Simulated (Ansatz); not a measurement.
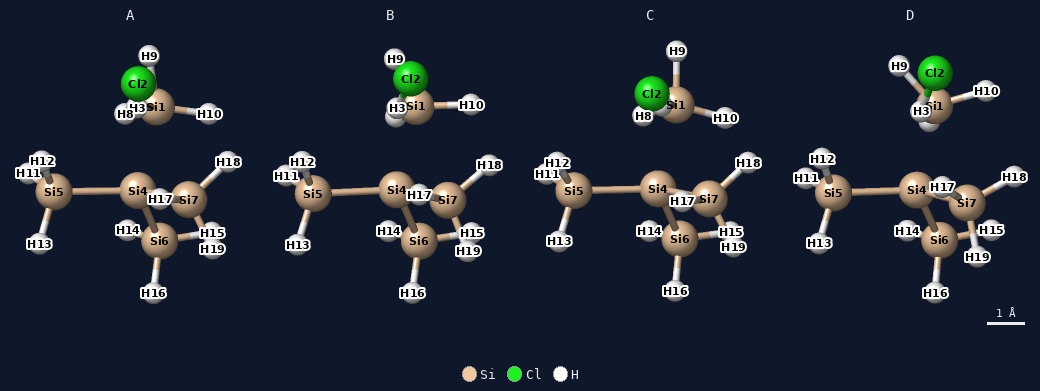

4 geometries from one constrained relaxation of Si5H13Cl, in shuffled order. A ball-and-stick model, seen from a free direction.

The reaction that was planned forms Si1–Si4, Cl2–H3 and breaks Si1–Cl2, H3–Si4 (atoms numbered from 1 in input order).

Method: RKS PBE0-D4/def2-SVP (Ansatz 0.2.0). Settings: held fixed: the distance between atoms 1 (Si) and 4 (Si), the distance between atoms 2 (Cl) and 3 (H), the distance between atoms 1 (Si) and 2 (Cl), the distance between atoms 3 (H) and 4 (Si), counting from 1; force threshold 0.04 eV/Å; at most 150 steps.

### Order the frames from highest to lowest energy.

C, A, B, D. They are steps 0, 3, 6, 11, at +12.2 kcal/mol, +3.22 kcal/mol, +1.58 kcal/mol relative to the last. H9 moves most after the best rigid fit: 1.12 Å. Largest moves by element: H 1.12 Å, Cl 0.86 Å, Si 0.15 Å. Near-neighbour distances that change, for instance: Cl2–Si7 3.295 → 3.677 Å, Si1–H3 1.793 → 2.138 Å, Si5–H12 1.457 → 1.494 Å, Si1–H8 1.468 → 1.498 Å. Among the angles between lasting bonds that change: H9–Si1–H10 104.3° → 112.8°, Si4–Si5–H12 115.5° → 109.6°, H8–Si1–H9 103.6° → 108.8°. Groups turn about Si4–Si7 by about 20°. The energy falls by 12.2 kcal/mol in 11 geometry steps. The largest force component goes from 0.82 to 0.036 eV/Å.
